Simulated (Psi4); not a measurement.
# BClH2 (SMILES BCl): a chain of runs

We compute a geometry optimisation (r2SCAN-3c/def2-mTZVPP), then the harmonic vibrations, then the energy (CCSD(T)/def2-TZVP) of BClH2. 

The results are computed with Psi4 1.11.

## 1. Starting point

BClH2 has 4 atoms, charge 0, and is taken as a singlet. As SMILES, `BCl`. The start is not the relaxed shape. The run starts from this shape.

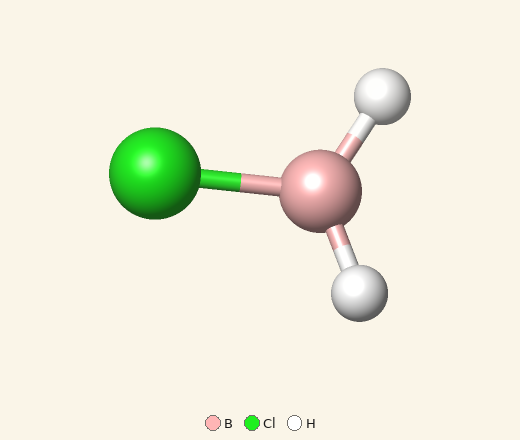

Viewed from a chosen angle; boron pink, chlorine green, hydrogen white.

## 2. A structure relaxation at r2SCAN-3c/def2-mTZVPP (density fitting) (run 1)

Contents of input.inp:

```
memory 1.6 GB

molecule {
  B     -0.118462     0.013085    -0.097110
  Cl     1.378322    -0.430959     0.709891
  H     -1.125359    -0.648738     0.162534
  H     -0.046497     0.970690    -0.785815
}

set geom_maxiter 60

e, wfn = optimize("r2scan-3c", return_wfn=True)
```

On the command line:

```
$ psi4 -i input.inp -o input.out -n 1
```

input.out:

```text
Psi4 1.11 release

gradient() will perform analytic gradient computation.

   => Loading Basis Set <=

    Name: DEF2-MTZVPP
    Role: ORBITAL
    Keyword: BASIS

   => R2SCAN3C: Empirical Dispersion <=

        a1 =       0.420000
        a2 =       5.650000
       alp =      16.000000
        s6 =       1.000000
        s8 =       0.000000
        s9 =       2.000000
        ga =       2.000000
        gc =       1.000000
        wf =       6.000000

         ---------------------------------------------------------
                                   SCF
                              RKS Reference
                        1 Threads,   1525 MiB Core
         ---------------------------------------------------------

  ==> Geometry <==

[... 155 lines left out ...]
   @DF-RKS iter  10:  -486.22453951654921   -6.82121e-13   1.00585e-08 DIIS
[... 307 lines left out ...]
   @DF-RKS iter   0:  -486.22933588879073   -4.86229e+02   1.39062e-03
[... 90 lines left out ...]
    Weights Tolerance      =       1.00E-15
[... 172 lines left out ...]
    Empirical Dispersion Energy =           0.0038451490215047
[... 213 lines left out ...]
  Energy and wave function converged.
[... 227 lines left out ...]
   @DF-RKS iter   2:  -486.22588578120053   -8.19224e-08   1.26797e-05 DIIS
[... 159 lines left out ...]
	  Convergence Criteria     1.00e-06 *    3.00e-04 *             o    1.20e-03 *             o
[... 4 lines left out ...]
Next Geometry in Ang
	Fragment 1 (Ang)

	    B  -1.0616697463   0.3362855789  -0.5675325182
	   Cl   0.4231407780  -0.1338517625   0.2260558067
	    H  -2.0410334858  -0.3031455937  -0.3521520033
	    H  -1.0375972360   1.2781430184  -1.2933244546

    Final optimized geometry and variables:
    Molecular point group: c1
    Full point group: C1

    Geometry (in Angstrom), charge = 0, multiplicity = 1:

    B           -1.061800912424     0.336386160686    -0.567686766302
    CL           0.423009211333    -0.134006670650     0.226147725761
    H           -2.040719958404    -0.303187684455    -0.352014477423
    H           -1.037648030694     1.278239435567    -1.293399651433

    Psi4 run time: 0:00:13.34

[set-up sections that repeat, and orbital energies of the middle runs, are left out above]
```

The script printed:

```text
Optimizer: Optimization complete!
```

Wall time 14 s (1 thread of AMD EPYC 9R45 (Zen 5), shared host); peak memory 0.56 GiB.

The path in brief:

```
step  energy from the first frame kept (eV)  largest force (eV/Å)
   0                                 0.0000                1.0005
   1                                 0.0127                0.9859
   2                                -0.0118                0.7505
   3                                -0.0365                0.0738
   4                                -0.0366                0.0222
```

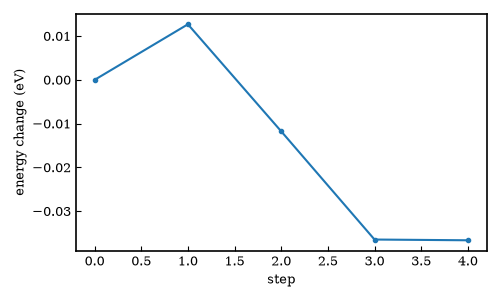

Energy along the run.

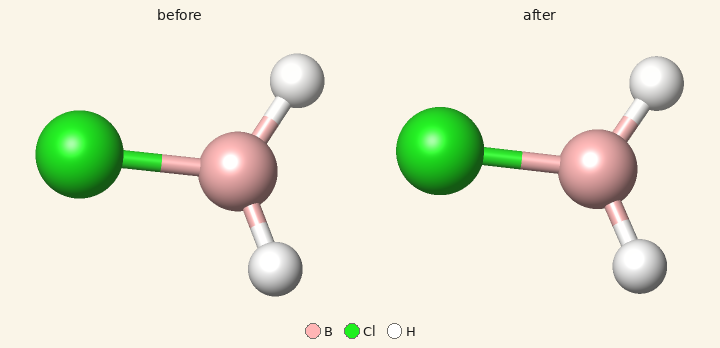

Before and after, at one scale.

After the run. Bond lengths: B1–Cl2 1.748 Å, B1–H3 1.189 Å, B1–H4 1.189 Å. Angles: Cl2–B1–H3 118.2°, Cl2–B1–H4 118.2°, H3–B1–H4 123.6°.

## 3. The harmonic vibrations at r2SCAN-3c/def2-mTZVPP (density fitting) (run 2)

Contents of bclh2.sdf:

```

     RDKit          3D

  4  3  0  0  0  0  0  0  0  0999 V2000
   -0.1093    0.0321   -0.0858 B   0  0  0  0  0  0  0  0  0  0  0  0
    1.3755   -0.4382    0.7080 Cl  0  0  0  0  0  0  0  0  0  0  0  0
   -1.0882   -0.6074    0.1299 H   0  0  0  0  0  0  0  0  0  0  0  0
   -0.0852    0.9740   -0.8115 H   0  0  0  0  0  0  0  0  0  0  0  0
  2  1  1  0
  3  1  1  0
  4  1  1  0
M  END
$$$$
```

Contents of run.py:

```python
import psi4
from rdkit import Chem

psi4.set_memory('1600 MB')
psi4.set_num_threads(1)
psi4.core.set_output_file('run.log', False)

rd = Chem.SDMolSupplier('bclh2.sdf', removeHs=False, sanitize=False)[0]
xyz = rd.GetConformer().GetPositions()
atoms = '\n'.join(f'{a.GetSymbol()} {x:.4f} {y:.4f} {z:.4f}' for a, (x, y, z) in zip(rd.GetAtoms(), xyz))
mol = psi4.geometry('0 1\n' + atoms + '\nsymmetry c1')

options = {'reference': 'rks', 't': 400.0, 'rotational_symmetry_number': 2}
psi4.set_options(options)

e_tot = psi4.frequencies("R2SCAN-3C")
print('E =', round(e_tot, 9))
for k in ('ZPVE', 'ENTHALPY', 'GIBBS FREE ENERGY'):
    print(f'{k}: {psi4.variable(k):.8f} Eh')
for k, v in sorted(psi4.core.scalar_variables().items()):
    print(f'{k:45s} {v:18.10f}')
```

On the command line:

```
$ python run.py
```

run.log:

```text
Psi4 1.11 release

gradient() will perform analytic gradient computation.

   => Loading Basis Set <=

    Name: DEF2-MTZVPP
    Role: ORBITAL
    Keyword: BASIS

   => R2SCAN3C: Empirical Dispersion <=

        a1 =       0.420000
        a2 =       5.650000
       alp =      16.000000
        s6 =       1.000000
        s8 =       0.000000
        s9 =       2.000000
        ga =       2.000000
        gc =       1.000000
        wf =       6.000000

         ---------------------------------------------------------
                                   SCF
                              RKS Reference
                        1 Threads,   1525 MiB Core
         ---------------------------------------------------------

  ==> Geometry <==

[... 392 lines left out ...]
  Energy and wave function converged.
[... 571 lines left out ...]
   @DF-RKS iter   7:  -486.22588565857330   -1.16934e-07   1.50585e-06 DIIS
[... 528 lines left out ...]
   @DF-RKS iter   6:  -486.22588544250669   -1.14238e-05   7.42916e-06 DIIS
[... 544 lines left out ...]
   @DF-RKS iter   4:  -486.22569379951307   -3.04083e-03   3.18692e-04 ADIIS/DIIS
[... 528 lines left out ...]
   @DF-RKS iter   3:  -486.22265563823771   -9.28048e-02   1.45161e-03 ADIIS/DIIS
[... 528 lines left out ...]
   @DF-RKS iter   2:  -486.12947329813289    1.78854e-02   6.71877e-03 ADIIS/DIIS
[... 533 lines left out ...]
    Translational S                         38.990 [cal/(mol K)]      163.133 [J/(mol K)]       0.06213408 [mEh/K] (mol. weight = 47.9938 [u], P = 101325.00 [Pa])
[... 49 lines left out ...]
  Gibbs free energy, G = H - T * S
    Electronic contrib to G beyond E_e       0.000 [kcal/mol]        0.000 [kJ/mol]       0.00000000 [Eh]
    Translational contrib to G             -13.609 [kcal/mol]      -56.939 [kJ/mol]      -0.02168682 [Eh]
    Rotational contrib to G                 -6.355 [kcal/mol]      -26.589 [kJ/mol]      -0.01012738 [Eh]
    Vibrational contrib to G                13.175 [kcal/mol]       55.123 [kJ/mol]       0.02099525 [Eh]
  Correction G                              -6.789 [kcal/mol]      -28.405 [kJ/mol]      -0.01081895 [Eh]
  Total G, Gibbs energy at  400.00 [K]                                                 -486.23670502 [Eh]
  *** Absolute Gibbs energy, not a free energy of formation ***

[set-up sections that repeat, and orbital energies of the middle runs, are left out above]
```

The script printed:

```text
E = -486.225886068
ZPVE: 0.02116725 Eh
ENTHALPY: -486.19907494 Eh
GIBBS FREE ENERGY: -486.23670502 Eh
CURRENT ENERGY                                   -486.2258860680
CURRENT REFERENCE ENERGY                         -486.2258860680
DD SOLVATION ENERGY                                 0.0000000000
DFT FUNCTIONAL TOTAL ENERGY                      -486.2297113640
DFT TOTAL ENERGY                                 -486.2258860680
DFT VV10 ENERGY                                     0.0000000000
DFT XC ENERGY                                     -32.9836640778
DISPERSION CORRECTION ENERGY                       -0.0004304239
ENTHALPY                                         -486.1990749360
ENTHALPY CORRECTION                                 0.0268111320
FINDIF NUMBER                                      19.0000000000
GIBBS FREE ENERGY                                -486.2367050192
GIBBS FREE ENERGY CORRECTION                       -0.0108189512
GRID ELECTRONS ALPHA                               12.0000015333
GRID ELECTRONS BETA                                12.0000015333
GRID ELECTRONS TOTAL                               24.0000030667
NUCLEAR REPULSION ENERGY                           37.5257911131
ONE-ELECTRON ENERGY                              -743.8175752104
PCM POLARIZATION ENERGY                             0.0000000000
PE ENERGY                                           0.0000000000
R2SCAN3C DISPERSION CORRECTION ENERGY              -0.0004304239
SCF ITERATION ENERGY                             -486.2258860680
SCF ITERATIONS                                      9.0000000000
SCF TOTAL ENERGY                                 -486.2258860680
THERMAL ENERGY                                   -486.2003416602
THERMAL ENERGY CORRECTION                           0.0255444078
TWO-ELECTRON ENERGY                               253.0457368112
ZERO K ENTHALPY                                  -486.2047188130
ZPVE                                                0.0211672549
```

Wall time 51 s (1 thread of AMD EPYC 9R45 (Zen 5), shared host); peak memory 0.58 GiB.

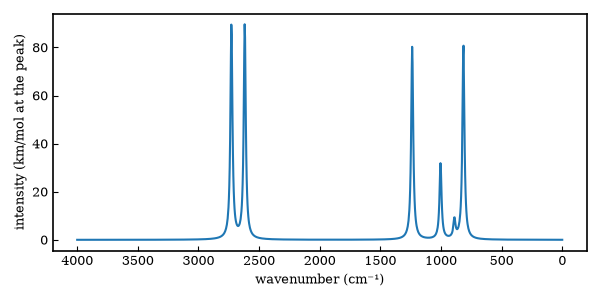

Harmonic infrared spectrum, unscaled, lines broadened by 10 cm⁻¹.

## 4. A single-point energy at CCSD(T)/def2-TZVP (run 3)

Contents of bclh2.py:

```python
import psi4

psi4.set_memory('1600 MB')
psi4.set_num_threads(1)
psi4.set_output_file('bclh2.out', False)

geom = psi4.geometry("""
B     -0.109321     0.032147    -0.085816
Cl     1.375489    -0.438246     0.708018
H     -1.088240    -0.607427     0.129856
H     -0.085168     0.974000    -0.811529
""")

psi4.set_options({
    'basis': 'def2-TZVP',
    'scf_type': 'pk',
    'num_frozen_docc': 6,
})

E, wfn = psi4.energy('ccsd(t)', return_wfn=True)
print(f'ccsd(t) energy: {E:.10f} Eh')
```

On the command line:

```
$ python bclh2.py
```

bclh2.out:

```text
Psi4 1.11 release

   => Loading Basis Set <=

    Name: DEF2-TZVP
    Role: ORBITAL
    Keyword: BASIS

         ---------------------------------------------------------
                                   SCF
                              RHF Reference
                        1 Threads,   1525 MiB Core
         ---------------------------------------------------------

  ==> Geometry <==

    Molecular point group: c1
    Full point group: C1

    Geometry (in Angstrom), charge = 0, multiplicity = 1:

[... 91 lines left out ...]
   @RHF iter   5:  -485.39015845996551   -2.21937e-05   1.82789e-05 DIIS
[... 27 lines left out ...]
    Final Occupation by Irrep:
[... 28 lines left out ...]
 Dipole Y            :         -0.6149382            0.7159587            0.1010205
[... 97 lines left out ...]
	Two-electron energy          =     23.15531345269745
[... 81 lines left out ...]
    Singles MP2 correlation energy            =   -0.000000000000000
[... 7 lines left out ...]
      * CCSD total energy                     = -485.708153523769852
[... 1 line left out ...]
            **************************
            *                        *
            *        CCTRIPLES       *
            *                        *
            **************************

    Wave function   =    CCSD_T
    Reference wfn   =      RHF

    Nuclear Rep. energy (wfn)                =   37.524925390848246
    SCF energy          (wfn)                = -485.390162046131024
    Reference energy    (file100)            = -485.390162046130740
    CCSD energy         (file100)            =   -0.317991477639092
    Total CCSD energy   (file100)            = -485.708153523769852

    Number of ijk index combinations:               56
    Approx. words needed per explicit thread:         1257728
    Number of threads for explicit ijk threading:    1

    MKL num_threads set to 1 for explicit threading.

    (T) energy                                =   -0.012188711126082
      * CCSD(T) total energy                  = -485.720342234895895
```

The script printed:

```text
ccsd(t) energy: -485.7203422349 Eh
```

Run time: 7.2 s. Hardware: 1 thread of AMD EPYC 9R45 (Zen 5), shared host; peak memory 0.54 GiB.

## 5. Outcome

| quantity | value |
| --- | --- |
| run 1, r2SCAN-3c/def2-mTZVPP: total energy at the end | -486.22589 Eh |
| run 1, r2SCAN-3c/def2-mTZVPP: dipole moment | 0.62 D |
| run 1, r2SCAN-3c/def2-mTZVPP: HOMO energy | -7.58 eV |
| run 1, r2SCAN-3c/def2-mTZVPP: LUMO energy | -2.48 eV |
| run 1, r2SCAN-3c/def2-mTZVPP: HOMO–LUMO gap | 5.10 eV |
| run 2, r2SCAN-3c/def2-mTZVPP: lowest harmonic wavenumber | 815 cm⁻¹ |
| run 2, r2SCAN-3c/def2-mTZVPP: highest harmonic wavenumber | 2728 cm⁻¹ |
| run 2, r2SCAN-3c/def2-mTZVPP: zero-point energy | 55.6 kJ/mol |
| run 2, r2SCAN-3c/def2-mTZVPP: ideal-gas entropy at 400 K (symmetry number 2 as used) | 59.0 cal/(mol K) |
| run 3, CCSD(T)/def2-TZVP: total energy | -485.72034 Eh |
| run 3, CCSD(T)/def2-TZVP: HOMO energy (Hartree–Fock orbitals) | -11.98 eV |
| run 3, CCSD(T)/def2-TZVP: LUMO energy (Hartree–Fock orbitals) | 1.68 eV |
| run 3, CCSD(T)/def2-TZVP: HOMO–LUMO gap (Hartree–Fock orbitals) | 13.65 eV |
| run 3, CCSD(T)/def2-TZVP: correlation energy (6 core orbitals frozen) | -330.2 mEh |
| run 3, CCSD(T)/def2-TZVP: (T) correction | -12.19 mEh |
| run 3, CCSD(T)/def2-TZVP: T1 diagnostic | 0.012 |

The optimisation (run 1, r2SCAN-3c/def2-mTZVPP) took 5 steps and changed the energy by -0.037 eV. All 6 modes are real, so the shape is a minimum at this level. The triples (run 3, CCSD(T)/def2-TZVP) make up 3.7 % of the correlation energy.
